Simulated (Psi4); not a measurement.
**One shape, several levels: triplet C2H3ClSi**

We compute a comparison of 5 runs (U-wB97M-V/def2-SVP, U-wB97X/def2-SVP, UBHLYP/def2-SVP, UCAM-B3LYP/def2-SVP, UM06-2X/def2-SVP) of triplet C2H3ClSi. 

Program for the calculation: Psi4 1.11.

1 further run of the same task is left out (set aside as unsound or not needed).

**1. The molecule**

The species is C2H3ClSi (7 atoms), meant as a triplet with charge 0. SMILES of the parent species: `ClC1=C[SiH2]1`. Geometry: relaxed at PBE0-D4/def2-TZVP. That shape belongs to the parent species and isn't relaxed for this state.

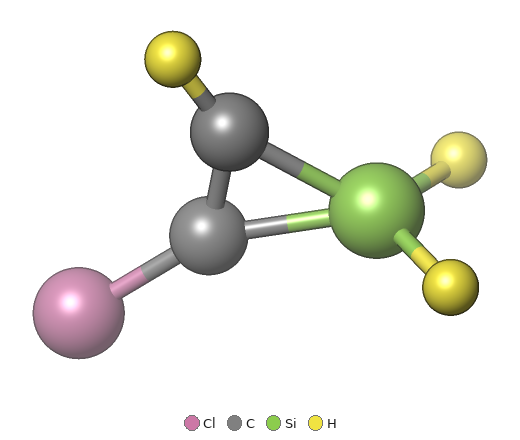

The structure, seen from a chosen angle (chlorine pink, carbon grey, silicon green, hydrogen yellow).

**2. A single-point energy at U-wB97M-V/def2-SVP (run 1)**

File c2h3clsi.json:

```json
{
  "schema_name": "qcschema_input",
  "schema_version": 1,
  "molecule": {
    "schema_name": "qcschema_molecule",
    "schema_version": 2,
    "symbols": ["Cl", "C", "C", "Si", "H", "H", "H"],
    "geometry": [-2.20946778, -4.33370892, 0.7776223, -0.67652195, -1.54938645, 0.3084033, 1.58132282, -0.62360962, 0.88193518, -0.35130009, 1.64708529, -0.8294008, 3.26450188, -1.27329746, 1.84361681, -1.58321255, 3.80080615, 0.47016386, 0.09032891, 2.20379861, -3.53870114],
    "molecular_charge": 0,
    "molecular_multiplicity": 3,
    "fix_symmetry": "c1",
    "fix_com": true,
    "fix_orientation": true
  },
  "driver": "energy",
  "model": {
    "method": "wb97m-v",
    "basis": "def2-SVP"
  },
  "keywords": {
    "reference": "uks",
    "puream": true,
    "e_convergence": 1e-09,
    "d_convergence": 1e-08,
    "scf_type": "pk",
    "dft_radial_points": 99,
    "dft_spherical_points": 590,
    "maxiter": 100
  }
}
```

Run with:

```
psi4 --qcschema c2h3clsi.json -n 1 --memory 2200MB
```

stdout:

```text
[...]
  Running in c1 symmetry.
[...]
  Nuclear repulsion =  179.922318783884947
[...]
  Multiplicity = 3
[...]
  Nalpha       = 24
  Nbeta        = 22
[...]
    Number of basis functions: 79
[...]
   @UKS iter   1:  -826.80382757742757    2.02165e-01   8.21661e-03 ADIIS/DIIS
[...]
   @UKS iter  21:  -827.05632273040248   -6.25278e-12   9.70103e-09 DIIS
[...]
   @S^2 Observed:                2.006605275E+00
[...]
  @UKS Final Energy:  -827.05632273040248
   => Energetics <=
    Nuclear Repulsion Energy =            179.9223187838849469
    One-Electron Energy =               -1497.1968596567767236
    Two-Electron Energy =                 536.1462570853489069
    DFT Exchange-Correlation Energy =     -46.1146399155985307
    Empirical Dispersion Energy =           0.0000000000000000
    VV10 Nonlocal Energy =                  0.1866009727388719
    Total Energy =                       -827.0563227304024849
[...]
 Multipole Moments:
 ------------------------------------------------------------------------------------
     Multipole            Electronic (a.u.)      Nuclear  (a.u.)        Total (a.u.)
 ------------------------------------------------------------------------------------
 L = 1.  Multiply by 2.5417464519 to convert [e a0] to [Debye]
 Dipole X            :         35.1861072          -35.2787301           -0.0926228
 Dipole Y            :         59.5726482          -58.9205267            0.6521215
 Dipole Z            :         -7.8234857            7.5250783           -0.2984074
 Magnitude           :                                                    0.7231102
[...]
```

The result, in JSON:

```text
{
 "driver": "energy",
 "model": {
  "method": "wb97m-v",
  "basis": "def2-SVP"
 },
 "success": true,
 "return_result": -827.0563227304025,
 "properties": {
  "calcinfo_nbasis": 79,
  "calcinfo_nmo": 79,
  "calcinfo_nalpha": 24,
  "calcinfo_nbeta": 22,
  "calcinfo_natom": 7,
  "nuclear_repulsion_energy": 179.92231878388495,
  "return_energy": -827.0563227304025,
  "scf_one_electron_energy": -1497.1968596567767,
  "scf_two_electron_energy": 536.1462570853489,
  "scf_vv10_energy": 0.18660097273887186,
  "scf_xc_energy": -46.11463991559853,
  "scf_dipole_moment": [-0.09262281264004457, 0.652121521449402, -0.29840735491360704],
  "scf_total_energy": -827.0563227304025,
  "scf_iterations": 21
 }
}
```

Run time: 4.9 min. Hardware: 1 thread of Intel Xeon Platinum 8259CL at 2.50GHz (Skylake/Cascade Lake), shared host; peak memory 1.2 GiB.

**3. Energy and gradient at U-wB97X/def2-SVP (run 2)**

File calc.py:

```python
import psi4

psi4.set_memory(2200000000)
psi4.set_num_threads(1)
psi4.core.set_output_file('psi4.out', False)

mol = psi4.geometry("""
0 3
Cl    -1.169200    -2.293300     0.411500
C     -0.358000    -0.819900     0.163200
C      0.836800    -0.330000     0.466700
Si    -0.185900     0.871600    -0.438900
H      1.727500    -0.673800     0.975600
H     -0.837800     2.011300     0.248800
H      0.047800     1.166200    -1.872600
symmetry c1
no_reorient
no_com
""")

options = {'basis': 'def2-SVP', 'reference': 'uks', 'puream': True, 'e_convergence': 1e-09, 'd_convergence': 1e-08, 'scf_type': 'pk', 'dft_radial_points': 99, 'dft_spherical_points': 590, 'maxiter': 100}
psi4.set_options(options)

e_tot, wfn = psi4.gradient('wb97x', return_wfn=True)
psi4.oeprop(wfn, 'MULLIKEN_CHARGES', 'LOWDIN_CHARGES', 'QUADRUPOLE', title='WB97X')
print('gradient / Eh bohr^-1')
print(e_tot.np.round(6))
print(f'energy = {wfn.energy():.10f} Eh')
```

Run with:

```
python calc.py
```

psi4.out:

```text
[...]
  Running in c1 symmetry.
[...]
  Nuclear repulsion =  179.922318629891919
[...]
  Multiplicity = 3
[...]
  Nalpha       = 24
  Nbeta        = 22
[...]
    Number of basis functions: 79
[...]
   @UKS iter   1:  -826.86985723855105    1.55641e-01   7.93737e-03 ADIIS/DIIS
[...]
   @UKS iter  22:  -827.10835031874672   -4.77485e-12   8.92970e-09 DIIS
[...]
   @S^2 Observed:                2.009767227E+00
[...]
  @UKS Final Energy:  -827.10835031874672
   => Energetics <=
    Nuclear Repulsion Energy =            179.9223186298919188
    One-Electron Energy =               -1497.3558206325669744
    Two-Electron Energy =                 535.9034469960693059
    DFT Exchange-Correlation Energy =     -45.5782953121408454
    Empirical Dispersion Energy =           0.0000000000000000
    VV10 Nonlocal Energy =                  0.0000000000000000
    Total Energy =                       -827.1083503187467159
[...]
  -Total Gradient:
     Atom            X                  Y                   Z
    ------   -----------------  -----------------  -----------------
       1        0.011572936227    -0.011002345136     0.009222395319
       2        0.050334531649     0.082053123070    -0.011705301447
       3       -0.045831382417    -0.025552484064    -0.008932676107
       4       -0.015400480134    -0.033106096151     0.006774637797
       5       -0.008507123274    -0.009932090998     0.000400810227
       6        0.003995157394    -0.001268864941     0.001898698195
       7        0.003821960880    -0.001103250592     0.002300306337
[...]
```

Standard output:

```text
gradient / Eh bohr^-1
[[ 0.011573 -0.011002  0.009222]
 [ 0.050335  0.082053 -0.011705]
 [-0.045831 -0.025552 -0.008933]
 [-0.0154   -0.033106  0.006775]
 [-0.008507 -0.009932  0.000401]
 [ 0.003995 -0.001269  0.001899]
 [ 0.003822 -0.001103  0.0023  ]]
energy = -827.1083503187 Eh
```

It took 49 s on 1 thread of Intel Xeon Platinum 8259CL at 2.50GHz (Skylake/Cascade Lake), shared host; peak memory 1 GiB.

Runs 3 to 4 aren't shown in full; the table further down has their settings and results.

**4. A single-point energy at UM06-2X/def2-SVP (run 5)**

File job.dat:

```
memory 2200 MB

molecule geom {
  0 3
  Cl    -1.169200    -2.293300     0.411500
  C     -0.358000    -0.819900     0.163200
  C      0.836800    -0.330000     0.466700
  Si    -0.185900     0.871600    -0.438900
  H      1.727500    -0.673800     0.975600
  H     -0.837800     2.011300     0.248800
  H      0.047800     1.166200    -1.872600
  symmetry c1
  no_reorient
  no_com
}

set globals {
  reference uks
  puream true
  e_convergence 1e-09
  d_convergence 1e-08
  scf_type pk
  dft_radial_points 99
  dft_spherical_points 590
  maxiter 100
}

energy_value, wavefunction = energy('m06-2x/def2-SVP', return_wfn=True)
oeprop(wavefunction, 'QUADRUPOLE', 'LOWDIN_CHARGES', 'WIBERG_LOWDIN_INDICES', title='M06-2X')
```

Run with:

```
psi4 -i job.dat -o job.out -n 1
```

job.out:

```text
[...]
  Running in c1 symmetry.
[...]
  Nuclear repulsion =  179.922318629891919
[...]
  Multiplicity = 3
[...]
  Nalpha       = 24
  Nbeta        = 22
[...]
    Number of basis functions: 79
[...]
   @UKS iter   1:  -826.71298846694663    4.21200e-01   9.72498e-03 DIIS/ADIIS
[...]
   @UKS iter  21:  -827.06951386154083   -5.34328e-12   7.29811e-09 DIIS
[...]
   @S^2 Observed:                2.007153938E+00
[...]
  @UKS Final Energy:  -827.06951386154083
   => Energetics <=
    Nuclear Repulsion Energy =            179.9223186298919188
    One-Electron Energy =               -1497.3744834965557402
    Two-Electron Energy =                 519.4092764837614595
    DFT Exchange-Correlation Energy =     -29.0266254786383904
    Empirical Dispersion Energy =           0.0000000000000000
    VV10 Nonlocal Energy =                  0.0000000000000000
    Total Energy =                       -827.0695138615408268
[...]
 Multipole Moments:
 ------------------------------------------------------------------------------------
     Multipole            Electronic (a.u.)      Nuclear  (a.u.)        Total (a.u.)
 ------------------------------------------------------------------------------------
 L = 1.  Multiply by 2.5417464519 to convert [e a0] to [Debye]
 Dipole X            :         35.2058823          -35.2787301           -0.0728478
 Dipole Y            :         59.6239521          -58.9205268            0.7034253
 Dipole Z            :         -7.8356454            7.5250784           -0.3105670
 Magnitude           :                                                    0.7723768
 L = 2.  Multiply by 1.3450342976 to convert [e a0^2] to [Debye ang]
 Quadrupole XX       :       -143.1202048          115.6387555          -27.4814493
 Quadrupole XY       :       -145.5153756          145.0748332           -0.4405424
[...]
```

Wall time 78 s (1 thread of Intel Xeon Platinum 8259CL at 2.50GHz (Skylake/Cascade Lake), shared host); peak memory 1.2 GiB.

**5. Overview of the runs**

```
run                level      task  energy (Eh)  dipole moment (D)  HOMO energy (eV)   ⟨S²⟩  wall time
  1   U-wB97M-V/def2-SVP    energy  -827.056323               1.84             -4.58  2.007    4.9 min
  2     U-wB97X/def2-SVP  gradient  -827.108350               2.04             -4.84  2.010       49 s
  3      UBHLYP/def2-SVP    energy  -827.082600               2.07             -3.60  2.013       32 s
  4  UCAM-B3LYP/def2-SVP    energy  -827.104412               1.84             -3.79  2.009       44 s
  5     UM06-2X/def2-SVP    energy  -827.069514               1.96             -3.53  2.007       78 s
```

**6. Summary of results**

```
                                 quantity          value
                      run 5: total energy  -827.06951 Eh
                     run 5: dipole moment         1.96 D
run 5: HOMO energy (highest over α and β)       -3.53 eV
                              run 5: ⟨S²⟩          2.007
```

**Reading.** The dipole moment (its size) runs from 1.84 D (U-wB97M-V/def2-SVP) to 2.07 D (UBHLYP/def2-SVP). Totals of different functionals can't be ranked against each other. All runs together took 8.3 min, the longest 4.9 min.
